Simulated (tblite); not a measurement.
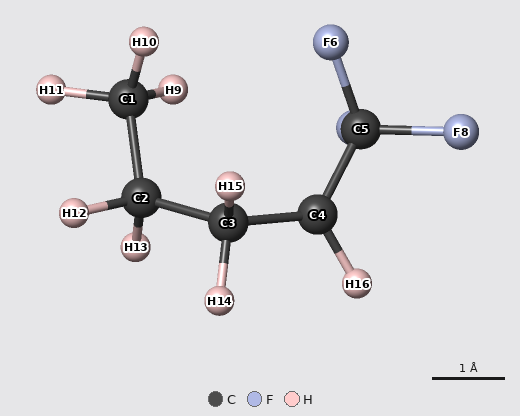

C5H8F3 (multiplicity 2), before the relaxation. The picture is a ball-and-stick view, seen at a tilt.

These are results of tblite, GFN2-xTB geometry optimisation, gas phase, not measurements.

```xyz
16

C     1.4736    0.8367    0.4084
C     1.2082   -0.5994    0.1269
C     0.0605   -0.9905   -0.6985
C    -1.2407   -0.6281   -0.1889
C    -1.7716    0.6940    0.0102
F    -1.1715    1.7457   -0.6105
F    -1.8396    0.9915    1.3662
F    -3.1292    0.7236   -0.4059
H     0.7687    1.2044    1.1487
H     1.4347    1.4873   -0.4940
H     2.5114    0.9504    0.8633
H     2.1825   -1.0055   -0.2651
H     1.1042   -1.0867    1.1666
H     0.1021   -2.1290   -0.7666
H     0.2130   -0.7073   -1.7953
H    -1.9138   -1.4782    0.1232
```

Predict the outcome.

Answer. The energy falls by 67.3 kJ/mol in 96 geometry steps. The largest moves after the best rigid fit, 0.92 Å, are those of F6 and H16. By element the largest moves are H 0.92 Å, F 0.91 Å, C 0.29 Å. Some distances before and after: C2–C3 1.467 → 1.549 Å, C5–F8 1.420 → 1.354 Å, C2–H13 1.153 → 1.091 Å, C4–H16 1.128 → 1.076 Å. Bond angles that change, for instance: C1–C2–C3 120.2° → 111.5°, H14–C3–H15 100.7° → 108.8°, C4–C5–F6 119.0° → 114.1°. Groups turn about C3–C4 by about 50°. Cost: 0.56 s on 1 thread of Arm Neoverse V1, with other jobs on the host.

The structure at the end:

```xyz
16

C     1.5976    0.6964    0.5894
C     1.3330   -0.7297    0.1303
C     0.0542   -0.8174   -0.7398
C    -1.1649   -0.5501    0.0309
C    -2.0001    0.6450   -0.1660
F    -1.6878    1.3559   -1.2572
F    -1.9271    1.5179    0.8780
F    -3.3166    0.3472   -0.2675
H     0.7876    1.0569    1.2187
H     1.6902    1.3632   -0.2649
H     2.5228    0.7402    1.1594
H     2.1727   -1.0883   -0.4667
H     1.2220   -1.3863    0.9943
H     0.0106   -1.8402   -1.1324
H     0.1417   -0.1238   -1.5767
H    -1.4434   -1.1781    0.8588
```

After the run, drawn alike:

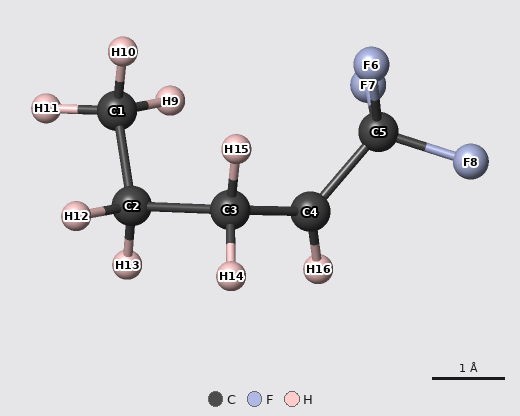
